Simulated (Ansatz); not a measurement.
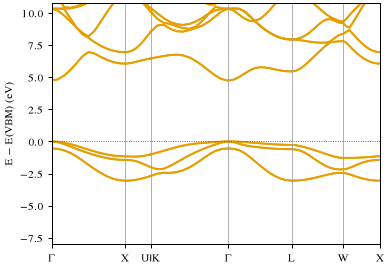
*Band structure from DFT-PBE with spin–orbit coupling in the program Ansatz with PAW potentials*

### Question
Read off the gap and where the band edges lie.

### Answer
About 4.7 eV (4.74 eV by a search for the band edges); maximum at Γ, minimum at Γ.

The material is LiBr (rock salt, space group No. 225).

Space group Fm-3m (rock salt). Symmetry was held in the PBE relaxation; phonons on a q-mesh show no instability.

Potentials: the later of the program's two PAW sets.
